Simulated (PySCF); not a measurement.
## Electronic structure of C₆H₅F₂N₃ (SMILES N#Cc1cnn(CC(F)F)c1) in real space

Input

```
{"job": {"kind": "nmr", "xc": "PBE0", "basis": "pcSseg-1"}, "charge": 0, "multiplicity": 1}
N     -4.120113     1.029611     1.344677
C     -3.147816     0.664658     0.859488
C     -1.967315     0.202777     0.260981
C     -1.761809    -1.033636    -0.397435
N     -0.530071    -1.121292    -0.838170
N      0.075504     0.018396    -0.499391
C      1.468293     0.199010    -0.780331
C      2.324887    -0.366461     0.359697
F      2.166423     0.382180     1.476203
F      3.632518    -0.300335     0.033092
C     -0.744425     0.846391     0.173316
H     -2.465539    -1.826079    -0.552955
H      1.696630     1.261744    -0.897635
H      1.717751    -0.341805    -1.696590
H      2.076907    -1.409589     0.607644
H     -0.429422     1.803376     0.535998
```

Launched as:

```sh
OMP_NUM_THREADS=1 python probes_run.py task.json out
```

Geometry: GFN2-xTB.

Method: PBE0/pcSseg-1, SCF density, gas phase, non-relativistic in PySCF.

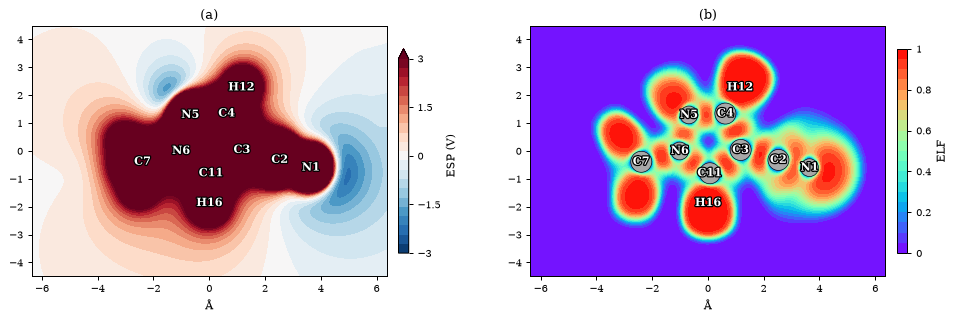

Figure 1. (a) electrostatic potential; (b) ELF on the plane of atoms C2, C3 and C4. Grey discs cover the atomic cores in the ELF map.

**Read the bonding off the picture.**

The section cuts through N, C and H sites.
C–N (1.15 Å): the ELF peaks at about 0.85 between the atoms (a multiple bond).
N–N (1.33 Å): the ELF peaks at about 0.90 between the atoms; localised, covalent bonding.
C–C (1.38 Å): the ELF peaks at about 0.95 between the atoms, as expected for localised, covalent bonding.
C–H (1.07 Å): the ELF climbs to about 1 towards the hydrogen, as it does in any bond to H (an ordinary covalent bond to hydrogen).
C–N (1.31 Å): the ELF peaks at about 0.90 between the atoms, as expected for localised, covalent bonding.
The ELF also peaks beside N1 and N5, away from the bonds: lone-pair regions.
Outside the dense part of the molecule the potential is most negative (−2.2 V) near N1.

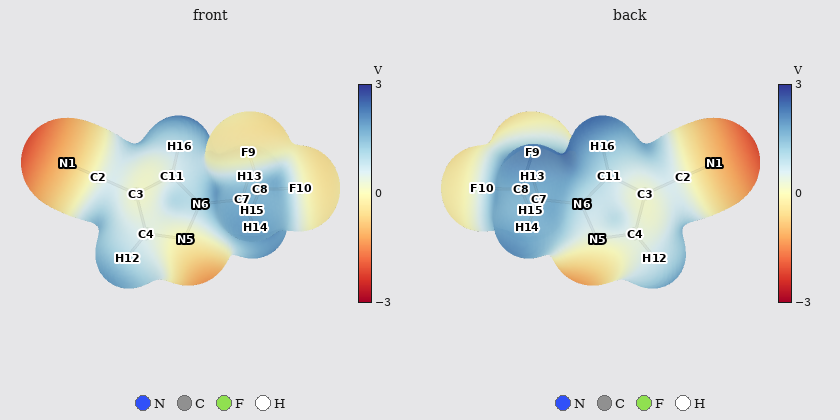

Figure 2. The electrostatic potential painted on the density surface at 0.004 e/bohr³, seen from the front and from behind; red is negative and blue positive.

**Which sites attract a positive test charge, and which a negative one?**

A positive charge is drawn to the negative regions and a negative charge to the positive ones. The most negative region (about −2.0 V, or −46 kcal/mol for a unit charge) lies over N1, the most positive (about +2.4 V, or +55 kcal/mol for a unit charge) over C7, C11, H13 and H16. N1 is the likeliest acceptor of a hydrogen bond.

**What dipole moment does the calculation give?**

Its dipole moment is 4.05 D.
